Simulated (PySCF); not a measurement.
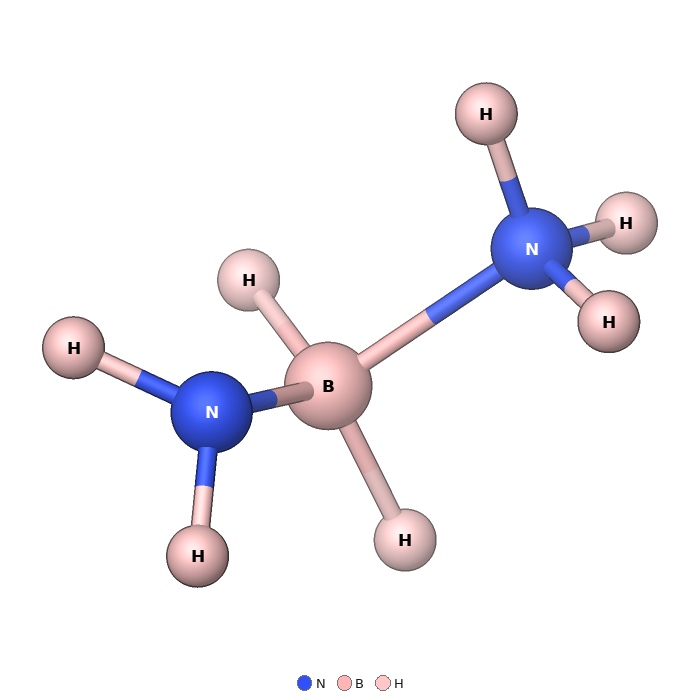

Orthographic view. Distant atoms are faded towards the background colour. Computed geometry: PBE0-D3(BJ)/def2-SVP optimisation. No frequency run is at hand to confirm it as a minimum.

### Write the InChI string.

InChI=1S/BH7N2/c2-1-3/h1-2H2,3H3
